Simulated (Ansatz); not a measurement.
**AlSiH$_{4}$Cl (charge +1): geometry relaxation**

- system: AlSiH$_{4}$Cl, charge +1, multiplicity 2
- method: HF/6-31G*, UHF (Ansatz 0.2.0)

The starting geometry was optimised with HF/6-31G*. Figures and captions count atoms from 1; the log counts them from 0 in places.

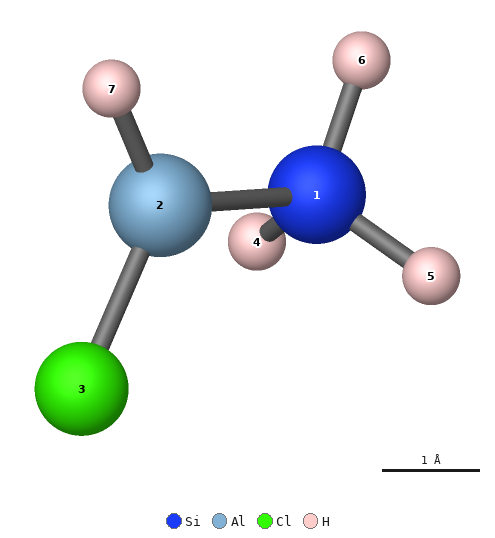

The starting structure (ball-and-stick view, seen at a tilt; atoms are numbered from 1 in the order of the input). Sticks mark near contacts. Bond lengths as drawn: Al–Cl 2.12 Å, Al–H 1.58 Å, Al–Si 2.47 Å and H–Si 1.48 Å.

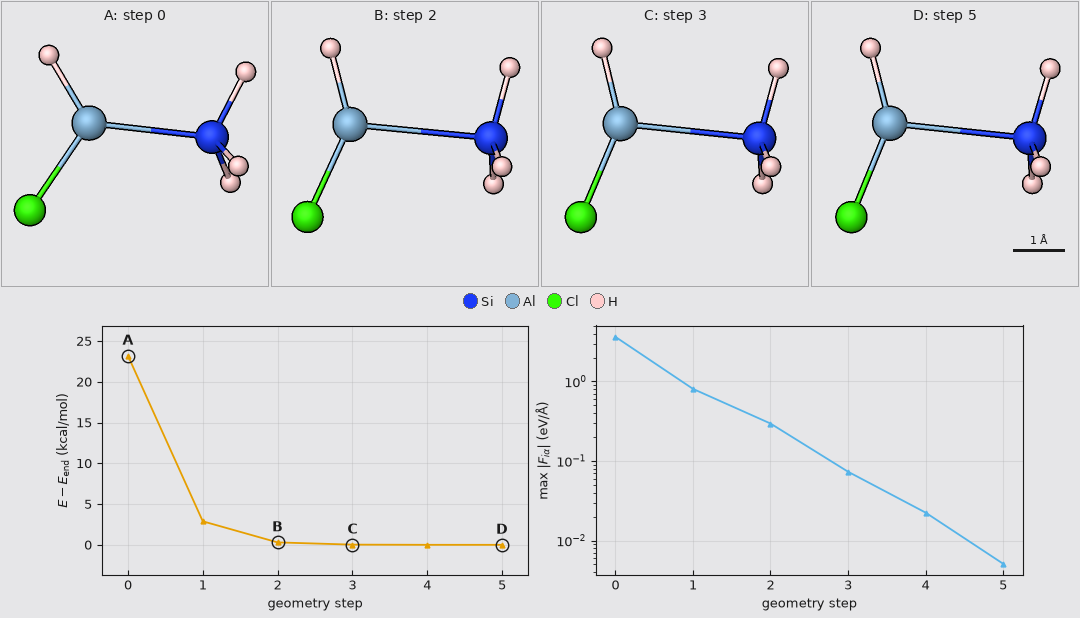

Frames of the relaxation (ball-and-stick view, seen on its broad side) above the curves, on which the letters mark them (the first geometry is step 0 here and step 1 in the log).

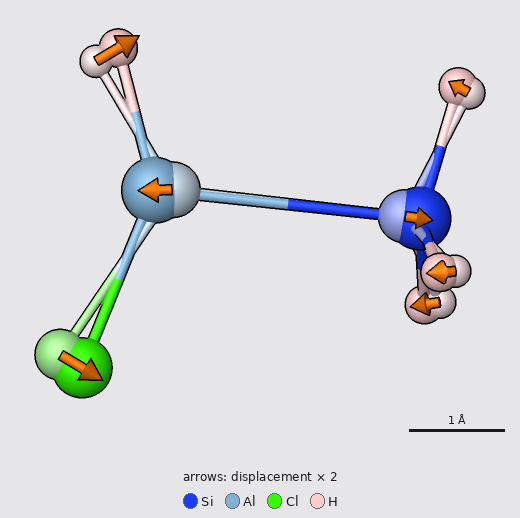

Start (faint) and end (solid) with the displacements as orange arrows, magnified 2 times (ball-and-stick view, seen on its broad side). The two geometries are laid on each other by the best rigid fit. Over 5 geometry steps the energy falls by 23.2 kcal/mol. Largest force component: 3.6 eV/Å at the start, 0.0051 eV/Å at the end. The atom that moves furthest after the best rigid fit is H7 (0.27 Å). Largest moves by element: H 0.27 Å, Cl 0.27 Å, Al 0.19 Å, Si 0.15 Å. Among the contacts that change: Si1–Al2 2.467 → 2.808 Å, Al2–Cl3 2.121 → 2.040 Å, Al2–H7 1.577 → 1.553 Å, Si1–H4 1.479 → 1.460 Å. Among the angles that change: Cl3–Al2–H7 115.5° → 143.7°, Si1–Al2–H7 126.7° → 109.9°, Al2–Si1–H4 110.7° → 98.2°. (Atoms are counted from 1 in the order of the input.)

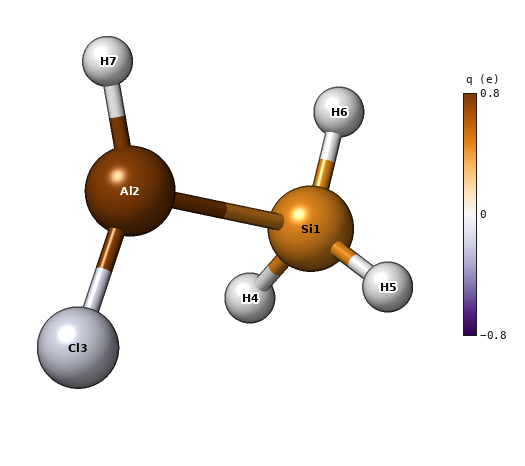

Mulliken charges, as the colour of each atom (ball-and-stick view, seen at a tilt; atoms are numbered from 1 in the order of the input; Mulliken charges depend strongly on the basis). By element: Si +0.46, Al +0.76, Cl −0.15 and H −0.03 to 0.00 e.

The input that produced these results follows, with the program's output.

Input file:
```yaml
crystal:
  periodic: [false, false, false]
  atoms:
    - {symbol: Si, position_ang: [-0.874657, 0.587445, -0.321285]}
    - {symbol: Al, position_ang: [1.097690, -0.621907, 0.535228]}
    - {symbol: Cl, position_ang: [1.830594, -2.253047, -0.604849]}
    - {symbol: H, position_ang: [-2.029632, -0.327100, -0.456617]}
    - {symbol: H, position_ang: [-0.591718, 1.171226, -1.650932]}
    - {symbol: H, position_ang: [-1.262080, 1.686389, 0.590648]}
    - {symbol: H, position_ang: [1.891003, -0.311005, 1.862208]}
basis:
  gaussian: {orbitals: "6-31G*"}
total_charge: 1
magnetization: {spin_polarized: true, initial_magnetization: 1}
hamiltonian: {xc: hf}
relax: {}
```

Launched with:
```bash
ansatz run job.yaml --threads 1 --pin off --max-ram 3480MiB --events-out events.jsonl --progress --plain --runs-dir runs
```

What the program printed:
```
The last accepted step is kept in runs//last_step.txt (removed where the run ends without a failure and the disk answers)
Functional definition: HF
  name "HF"
  exchange = exact_x
  correlation = 0
668 factors; integrals over basis functions are off by at most 6.4e-4 eV
mean field evaluation 1: about -27000.2393 eV, gradient 1.7e1 eV
mean field evaluation 2: about -27000.2832 eV, gradient 1.7e1 eV
mean field evaluation 4: about -27002.9177 eV, gradient 2.0e0 eV
mean field evaluation 8: about -27003.0141 eV, gradient 1.8e-1 eV
mean field evaluation 16: about -26999.1051 eV, gradient 1.7e1 eV
mean field evaluation 32: about -27000.4095 eV, gradient 1.0e1 eV
mean field -27003.01702837 eV, -992.3425724901 hartree, gradient 2.6e-5 eV, S^2 0.772466; 0 other end points of the search recorded, 0 dependent functions left out
the calculation of the forces begins
reference -27003.01702837 eV, -992.3425724901 hartree; 24, 23 occupied and 41, 42 virtual orbitals, 668 factors
relax step   1: F+E_penalty+E_count = -27003.01702837 eV  Δ(F+E_penalty+E_count) = +0.000e0 eV  max|allowed force component| = 3.644e0 eV/Å  Δτ_max = 0.0000 Å  (103 SCF iters, accepted)
these checks for a lower state are left out or cut short: starts, cluster_reference, orbital_swaps, neighbouring_geometries, increment
668 factors; integrals over basis functions are off by at most 6.4e-4 eV
mean field -27003.89761142 eV, -992.3749333204 hartree, gradient 3.1e-5 eV, S^2 0.759468; 0 other end points of the search recorded, 0 dependent functions left out
the calculation of the forces begins
reference -27003.89761142 eV, -992.3749333204 hartree; 24, 23 occupied and 41, 42 virtual orbitals, 668 factors
relax step   2: F+E_penalty+E_count = -27003.89761142 eV  Δ(F+E_penalty+E_count) = -8.806e-1 eV  max|allowed force component| = 8.078e-1 eV/Å  Δτ_max = 0.1921 Å  (38 SCF iters, accepted)
these checks for a lower state are left out or cut short: starts, cluster_reference, orbital_swaps, neighbouring_geometries, increment
668 factors; integrals over basis functions are off by at most 6.3e-4 eV
mean field evaluation 64: about -27004.0094 eV, gradient 2.0e-1 eV
mean field -27004.00979033 eV, -992.3790558193 hartree, gradient 1.3e-5 eV, S^2 0.757228; 0 other end points of the search recorded, 0 dependent functions left out
the calculation of the forces begins
reference -27004.00979033 eV, -992.3790558193 hartree; 24, 23 occupied and 41, 42 virtual orbitals, 668 factors
relax step   3: F+E_penalty+E_count = -27004.00979033 eV  Δ(F+E_penalty+E_count) = -1.122e-1 eV  max|allowed force component| = 2.961e-1 eV/Å  Δτ_max = 0.1528 Å  (37 SCF iters, accepted)
these checks for a lower state are left out or cut short: starts, cluster_reference, orbital_swaps, neighbouring_geometries, increment
668 factors; integrals over basis functions are off by at most 6.2e-4 eV
mean field -27004.02168512 eV, -992.3794929450 hartree, gradient 1.3e-5 eV, S^2 0.756751; 0 other end points of the search recorded, 0 dependent functions left out
the calculation of the forces begins
reference -27004.02168512 eV, -992.3794929450 hartree; 24, 23 occupied and 41, 42 virtual orbitals, 668 factors
relax step   4: F+E_penalty+E_count = -27004.02168512 eV  Δ(F+E_penalty+E_count) = -1.189e-2 eV  max|allowed force component| = 7.336e-2 eV/Å  Δτ_max = 0.0660 Å  (38 SCF iters, accepted)
these checks for a lower state are left out or cut short: starts, cluster_reference, orbital_swaps, neighbouring_geometries, increment
668 factors; integrals over basis functions are off by at most 6.2e-4 eV
mean field -27004.02265550 eV, -992.3795286056 hartree, gradient 1.9e-5 eV, S^2 0.756415; 0 other end points of the search recorded, 0 dependent functions left out
the calculation of the forces begins
reference -27004.02265550 eV, -992.3795286056 hartree; 24, 23 occupied and 41, 42 virtual orbitals, 668 factors
relax step   5: F+E_penalty+E_count = -27004.02265550 eV  Δ(F+E_penalty+E_count) = -9.704e-4 eV  max|allowed force component| = 2.246e-2 eV/Å  Δτ_max = 0.0337 Å  (32 SCF iters, accepted)
these checks for a lower state are left out or cut short: starts, cluster_reference, orbital_swaps, neighbouring_geometries, increment
668 factors; integrals over basis functions are off by at most 6.2e-4 eV
mean field -27004.02272813 eV, -992.3795312746 hartree, gradient 1.6e-5 eV, S^2 0.756482; 0 other end points of the search recorded, 0 dependent functions left out
the calculation of the forces begins
reference -27004.02272813 eV, -992.3795312746 hartree; 24, 23 occupied and 41, 42 virtual orbitals, 668 factors
relax step   6: F+E_penalty+E_count = -27004.02272813 eV  Δ(F+E_penalty+E_count) = -7.263e-5 eV  max|allowed force component| = 5.105e-3 eV/Å  Δτ_max = 0.0083 Å  (31 SCF iters, accepted)
668 factors; integrals over basis functions are off by at most 6.2e-4 eV
mean field evaluation 96: about -27004.0161 eV, gradient 4.6e-1 eV
mean field -27004.02272813 eV, -992.3795312746 hartree, gradient 1.6e-5 eV, S^2 0.756482; 1 other end points of the search recorded, 0 dependent functions left out
the calculation of the forces begins
reference -27004.02272813 eV, -992.3795312746 hartree; 24, 23 occupied and 41, 42 virtual orbitals, 668 factors
Total energy: -27004.02272813 eV, -992.3795312746 hartree
Atom 0 at    -0.998352     0.659690    -0.379269 Å, force     0.004441    -0.001900     0.002481 eV/Å
Atom 1 at     1.246123    -0.728703     0.579383 Å, force    -0.002242     0.003316     0.003172 eV/Å
Atom 2 at     1.633453    -2.202454    -0.777514 Å, force     0.000681    -0.000790    -0.000821 eV/Å
Atom 3 at    -1.937773    -0.457861    -0.405947 Å, force    -0.001296     0.003086    -0.003887 eV/Å
Atom 4 at    -0.437341     1.104684    -1.651865 Å, force    -0.005105    -0.000828    -0.000889 eV/Å
Atom 5 at    -1.167215     1.659221     0.670655 Å, force     0.001573    -0.002172    -0.000788 eV/Å
Atom 6 at     1.722306    -0.102577     1.918957 Å, force     0.001948    -0.000713     0.000732 eV/Å
Dipole moment:    -0.468452     0.802410     0.432135 e Å
```

Trajectory as extended XYZ (Å, eV, eV/Å), 6 frames, from step=1 to step=6:
```
7
Properties=species:S:1:pos:R:3:forces:R:3 step=1 energy=-27003.01703
Si   -0.8747    0.5874   -0.3213   -3.6442   2.2762  -1.5316
Al    1.0977   -0.6219    0.5352    2.7973  -2.6183   0.0987
Cl    1.8306   -2.2530   -0.6048   -0.8581   1.1632   0.4139
H    -2.0296   -0.3271   -0.4566    0.6962  -0.5212   0.3331
H    -0.5917    1.1712   -1.6509    0.7856  -0.4289   0.2592
H    -1.2621    1.6864    0.5906    0.7123  -0.4055   0.3491
H     1.8910   -0.3110    1.8622   -0.4890   0.5345   0.0776
7
Properties=species:S:1:pos:R:3:forces:R:3 step=2 energy=-27003.89761
Si   -1.0282    0.6835   -0.3855   -0.5293   0.3013  -0.2605
Al    1.1758   -0.6987    0.5333    0.8078  -0.3993   0.4685
Cl    1.7777   -2.2513   -0.6655   -0.2796   0.2017  -0.0840
H    -2.0082   -0.4392   -0.4214    0.4671   0.4297   0.0408
H    -0.4804    1.1526   -1.6903   -0.1677  -0.2323   0.5687
H    -1.1990    1.7019    0.6860    0.1310  -0.4440  -0.3990
H     1.8234   -0.2169    1.8979   -0.4293   0.1428  -0.3345
7
Properties=species:S:1:pos:R:3:forces:R:3 step=3 energy=-27004.00979
Si   -1.0188    0.6759   -0.3838    0.0281  -0.0375  -0.0133
Al    1.2376   -0.7386    0.5575    0.1683   0.0045   0.2058
Cl    1.6942   -2.2437   -0.7557   -0.0844   0.1541   0.0895
H    -1.9647   -0.4512   -0.4076    0.1409   0.2140  -0.0091
H    -0.4508    1.1258   -1.6647   -0.1267  -0.0651   0.2135
H    -1.1585    1.6679    0.6921    0.0052  -0.1567  -0.1904
H     1.7222   -0.1040    1.9167   -0.1313  -0.1133  -0.2961
7
Properties=species:S:1:pos:R:3:forces:R:3 step=4 energy=-27004.02168
Si   -0.9942    0.6553   -0.3798   -0.0192   0.0145  -0.0046
Al    1.2363   -0.7270    0.5703    0.0621  -0.0005   0.0734
Cl    1.6418   -2.2080   -0.7741   -0.0012   0.0082   0.0085
H    -1.9426   -0.4553   -0.4070    0.0031   0.0169  -0.0047
H    -0.4412    1.1086   -1.6537   -0.0145  -0.0017   0.0099
H    -1.1374    1.6427    0.6861   -0.0171   0.0008  -0.0196
H     1.6985   -0.0844    1.9126   -0.0132  -0.0382  -0.0629
7
Properties=species:S:1:pos:R:3:forces:R:3 step=5 energy=-27004.02266
Si   -0.9976    0.6577   -0.3807   -0.0207   0.0225   0.0036
Al    1.2484   -0.7295    0.5818   -0.0038  -0.0096  -0.0167
Cl    1.6375   -2.2039   -0.7746   -0.0027   0.0070   0.0056
H    -1.9442   -0.4536   -0.4090    0.0087  -0.0092  -0.0008
H    -0.4438    1.1084   -1.6544    0.0088  -0.0090  -0.0011
H    -1.1641    1.6563    0.6709    0.0088  -0.0067   0.0021
H     1.7251   -0.1035    1.9206    0.0008   0.0051   0.0074
7
Properties=species:S:1:pos:R:3:forces:R:3 step=6 energy=-27004.02273
Si   -0.9984    0.6597   -0.3793    0.0044  -0.0019   0.0025
Al    1.2461   -0.7287    0.5794   -0.0022   0.0033   0.0032
Cl    1.6335   -2.2025   -0.7775    0.0007  -0.0008  -0.0008
H    -1.9378   -0.4579   -0.4059   -0.0013   0.0031  -0.0039
H    -0.4373    1.1047   -1.6519   -0.0051  -0.0008  -0.0009
H    -1.1672    1.6592    0.6707    0.0016  -0.0022  -0.0008
H     1.7223   -0.1026    1.9190    0.0019  -0.0007   0.0007
```

Key numbers:

| quantity | value |
| --- | --- |
| outcome | converged |
| total energy | −992.379531 hartree |
| basis functions | 65 |
| largest force | 0.005 eV/Å |
| ⟨S²⟩ | 0.756 |
| SCF solution under orbital rotations | stable |
| hardware | 1 thread of Arm Neoverse V1, 112 GiB of memory available, shared host |
| wall time | 12 s |
| peak memory | 0.14 GiB |
